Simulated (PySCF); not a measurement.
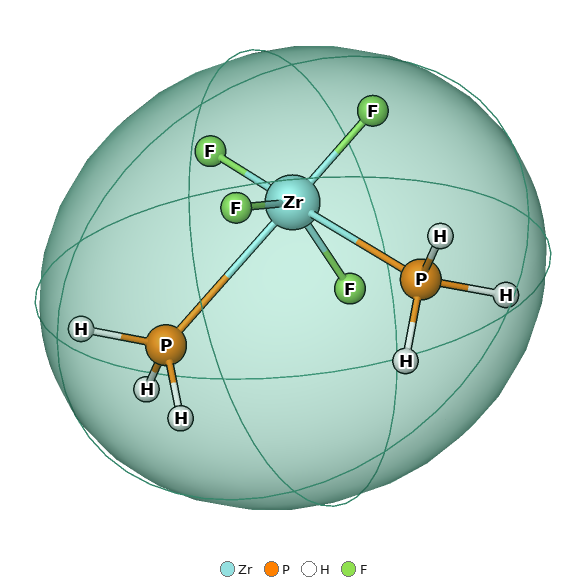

The ellipsoid shows the static dipole polarisability: its half-axes are proportional to the principal values. The species is neutral and a spin singlet. Computed geometry: PBE0-D3(BJ)/def2-SVP optimisation. No frequency run is at hand to confirm it as a minimum. Method: CAM-B3LYP/def2-SVPD, core potentials on Zr (PySCF 2.14.0).

### How large and how anisotropic is the polarisability?

Principal values 82.1, 92.9, 105.8 bohr³; mean 93.6 bohr³ (13.87 Å³); anisotropy 20.6 bohr³, so the longest axis is 1.29 times the shortest.
